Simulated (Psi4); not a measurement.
**M06-2X/6-31G(d) (spherical functions) run of SiPH5O2 (SMILES O[SiH2]OP)**

What is the vertical ionisation energy of SiPH5O2 at M06-2X/6-31G* (spherical functions)? 

Program for the calculation: Psi4 1.11.

## (1) The structure to begin with

SiPH5O2 has 9 atoms, charge 0, and is taken as a singlet. SMILES: `O[SiH2]OP`. The coordinates come from a PBE0-D4/def2-TZVP relaxation. This is one conformer, not always the lowest.

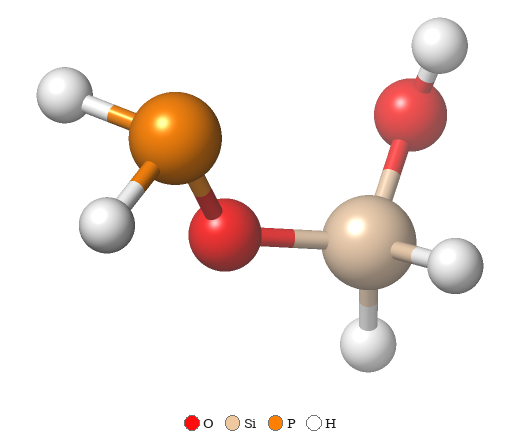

Viewed from a chosen angle; oxygen red, silicon light orange, phosphorus orange, hydrogen white.

## (2) The energy at M06-2X/6-31G(d) (spherical functions)

Contents of job.json:

```json
{
  "schema_name": "qcschema_input",
  "schema_version": 1,
  "molecule": {
    "schema_name": "qcschema_molecule",
    "schema_version": 2,
    "symbols": ["O", "Si", "O", "P", "H", "H", "H", "H", "H"],
    "geometry": [-0.58184667, 2.1624136, -3.10463105, 1.54522905, 1.06202608, -1.14592992, 0.57145318, -1.4703959, 0.38134673, -1.78049995, -1.57773234, 2.4143141, -1.88726948, 3.22557352, -2.43888054, 2.2121134, 3.03357735, 0.73944983, 3.71236697, 0.23338118, -2.6854898, -0.57806722, -3.00636529, 4.35128337, -3.04623851, -3.74978355, 1.45622295],
    "molecular_charge": 0,
    "molecular_multiplicity": 1,
    "fix_symmetry": "c1",
    "fix_com": true,
    "fix_orientation": true
  },
  "driver": "energy",
  "model": {
    "method": "m06-2x",
    "basis": "6-31G*"
  },
  "keywords": {
    "puream": true,
    "e_convergence": 1e-09,
    "d_convergence": 1e-08,
    "scf_type": "pk",
    "dft_radial_points": 99,
    "dft_spherical_points": 590
  }
}
```

On the command line:

```console
$ psi4 --qcschema job.json -n 1 --memory 2200MB
```

stdout:

```text
[...]
  Running in c1 symmetry.
[...]
  Nuclear repulsion =  233.152845786720434
[...]
  Multiplicity = 1
[...]
  Nalpha       = 25
  Nbeta        = 25
[...]
    Number of basis functions: 74
[...]
   @RKS iter   1:  -784.03801913404175   -4.07261e-01   8.91814e-03 ADIIS/DIIS
[...]
   @RKS iter  11:  -784.21301424981129   -1.09139e-11   9.63736e-09 DIIS
[...]
    Orbital Energies [Eh]
    ---------------------
    Doubly Occupied:
       1A    -78.066821     2A    -67.045726     3A    -19.647089
       4A    -19.640885     5A     -6.885664     6A     -5.586257
       7A     -4.999644     8A     -4.997450     9A     -4.995020
      10A     -3.895516    11A     -3.894480    12A     -3.893419
      13A     -1.141716    14A     -1.121471    15A     -0.734521
      16A     -0.640068    17A     -0.559139    18A     -0.519906
      19A     -0.504991    20A     -0.477106    21A     -0.444968
      22A     -0.413248    23A     -0.392799    24A     -0.371737
      25A     -0.307764
[...]
  @RKS Final Energy:  -784.21301424981129
   => Energetics <=
    Nuclear Repulsion Energy =            233.1528457867204338
    One-Electron Energy =               -1547.7949813017962697
    Two-Electron Energy =                 560.5486808690286580
    DFT Exchange-Correlation Energy =     -30.1195596037641984
    Empirical Dispersion Energy =           0.0000000000000000
    VV10 Nonlocal Energy =                  0.0000000000000000
    Total Energy =                       -784.2130142498112946
[...]
 Multipole Moments:
 ------------------------------------------------------------------------------------
     Multipole            Electronic (a.u.)      Nuclear  (a.u.)        Total (a.u.)
 ------------------------------------------------------------------------------------
 L = 1.  Multiply by 2.5417464519 to convert [e a0] to [Debye]
 Dipole X            :          4.3910204           -4.7445353           -0.3535149
 Dipole Y            :          3.8001725           -3.5250952            0.2750773
 Dipole Z            :          0.6621755           -0.1919961            0.4701793
 Magnitude           :                                                    0.6493912
[...]
```

The result, in JSON:

```text
{
 "driver": "energy",
 "model": {
  "method": "m06-2x",
  "basis": "6-31G*"
 },
 "success": true,
 "return_result": -784.2130142498113,
 "properties": {
  "calcinfo_nbasis": 74,
  "calcinfo_nmo": 74,
  "calcinfo_nalpha": 25,
  "calcinfo_nbeta": 25,
  "calcinfo_natom": 9,
  "nuclear_repulsion_energy": 233.15284578672043,
  "return_energy": -784.2130142498113,
  "scf_one_electron_energy": -1547.7949813017963,
  "scf_two_electron_energy": 560.5486808690287,
  "scf_xc_energy": -30.1195596037642,
  "scf_dipole_moment": [-0.3535148873156517, 0.2750773470167669, 0.4701793359249844],
  "scf_total_energy": -784.2130142498113,
  "scf_iterations": 11
 }
}
```

Wall time 46 s (1 thread of Intel Xeon Platinum 8259CL at 2.50GHz (Skylake/Cascade Lake), shared host); peak memory 1.4 GiB.

## (3) The doublet cation: energy and gradient at UM06-2X/6-31G(d) (spherical functions)

Contents of calc.py:

```python
import psi4

psi4.set_memory(2200000000)
psi4.set_num_threads(1)
psi4.set_output_file('output.dat', False)

molecule = psi4.geometry("""
1 2
O     -0.58184667     2.16241360    -3.10463105
Si     1.54522905     1.06202608    -1.14592992
O      0.57145318    -1.47039590     0.38134673
P     -1.78049995    -1.57773234     2.41431410
H     -1.88726948     3.22557352    -2.43888054
H      2.21211340     3.03357735     0.73944983
H      3.71236697     0.23338118    -2.68548980
H     -0.57806722    -3.00636529     4.35128337
H     -3.04623851    -3.74978355     1.45622295
units bohr
symmetry c1
no_reorient
no_com
""")

psi4.set_options({
    'reference': 'uks',
    'puream': True,
    'e_convergence': 1e-09,
    'd_convergence': 1e-08,
    'scf_type': 'pk',
    'dft_radial_points': 99,
    'dft_spherical_points': 590,
    'maxiter': 100,
})

E, wfn = psi4.gradient('m06-2x/6-31G*', molecule=molecule, return_wfn=True)
psi4.oeprop(wfn, 'DIPOLE', 'QUADRUPOLE', 'LOWDIN_CHARGES', title='M06-2X')
print('gradient / Eh bohr^-1')
print(E.np.round(6))
print(f'energy = {wfn.energy():.10f} Eh')
```

On the command line:

```console
$ python calc.py
```

output.dat:

```text
[...]
  Running in c1 symmetry.
[...]
  Nuclear repulsion =  233.152845786720434
[...]
  Multiplicity = 2
[...]
  Nalpha       = 25
  Nbeta        = 24
[...]
    Number of basis functions: 74
[...]
   @UKS iter   1:  -783.67051839257169   -3.97602e-02   8.78108e-03 ADIIS/DIIS
[...]
   @UKS iter  18:  -783.85392768101428   -5.45697e-12   6.05375e-09 DIIS
[...]
   @S^2 Observed:                7.548943028E-01
[...]
  @UKS Final Energy:  -783.85392768101428
   => Energetics <=
    Nuclear Repulsion Energy =            233.1528457867204338
    One-Electron Energy =               -1536.1758498172005147
    Two-Electron Energy =                 549.1183693856197578
    DFT Exchange-Correlation Energy =     -29.9492930361540743
    Empirical Dispersion Energy =           0.0000000000000000
    VV10 Nonlocal Energy =                  0.0000000000000000
    Total Energy =                       -783.8539276810142837
[...]
  -Total Gradient:
     Atom            X                  Y                   Z
    ------   -----------------  -----------------  -----------------
       1       -0.001473583864     0.013787154196    -0.008280263797
       2       -0.038229443091    -0.054306725400     0.047298819229
       3        0.053559302233     0.014558267234    -0.051842816720
       4       -0.048735257317     0.061322559810     0.025720194830
       5        0.007177951807    -0.009686032798     0.001974903743
       6        0.003960509261     0.007572140014    -0.002950566909
       7        0.004004188849     0.003685992495    -0.005580745164
       8        0.003988440171    -0.020072965856    -0.009896468458
       9        0.015780803501    -0.016922717084     0.003595494721
[...]
 Multipole Moments:
 ------------------------------------------------------------------------------------
     Multipole            Electronic (a.u.)      Nuclear  (a.u.)        Total (a.u.)
 ------------------------------------------------------------------------------------
 L = 1.  Multiply by 2.5417464519 to convert [e a0] to [Debye]
 Dipole X            :          3.2366337           -4.7445353           -1.5079016
 Dipole Y            :          2.7315386           -3.5250952           -0.7935566
 Dipole Z            :          2.3844006           -0.1919961            2.1924044
 Magnitude           :                                                    2.7767133
 L = 2.  Multiply by 1.3450342976 to convert [e a0^2] to [Debye ang]
 Quadrupole XX       :       -138.2039357          118.1524259          -20.0515098
 Quadrupole XY       :        -60.6490259           62.9747740            2.3257480
[...]
```

Standard output:

```text
gradient / Eh bohr^-1
[[-0.001474  0.013787 -0.00828 ]
 [-0.038229 -0.054307  0.047299]
 [ 0.053559  0.014558 -0.051843]
 [-0.048735  0.061323  0.02572 ]
 [ 0.007178 -0.009686  0.001975]
 [ 0.003961  0.007572 -0.002951]
 [ 0.004004  0.003686 -0.005581]
 [ 0.003988 -0.020073 -0.009896]
 [ 0.015781 -0.016923  0.003595]]
energy = -783.8539276810 Eh
```

It took 1.8 min on 1 thread of Intel Xeon Platinum 8259CL at 2.50GHz (Skylake/Cascade Lake), shared host; peak memory 1.4 GiB.

## (4) What came out

At M06-2X/6-31G* (spherical functions):

```
                                          quantity          value
                     singlet SiPH5O2: total energy  -784.21301 Eh
                    singlet SiPH5O2: dipole moment         1.65 D
                      singlet SiPH5O2: HOMO energy       -8.37 eV
                      singlet SiPH5O2: LUMO energy        0.88 eV
                    singlet SiPH5O2: HOMO–LUMO gap        9.26 eV
                      doublet cation: total energy  -783.85393 Eh
doublet cation: HOMO energy (highest over α and β)      -14.96 eV
 doublet cation: LUMO energy (lowest over α and β)      -10.96 eV
                              doublet cation: ⟨S²⟩          0.755
          doublet cation: largest force on an atom     4.239 eV/Å
vertical ionisation energy (to the doublet cation)       9.771 eV
```

What this shows: The vertical ionisation energy comes to 9.77 eV (943 kJ/mol). The negative HOMO energy of the first species, 8.37 eV, lies 1.40 eV below that difference.
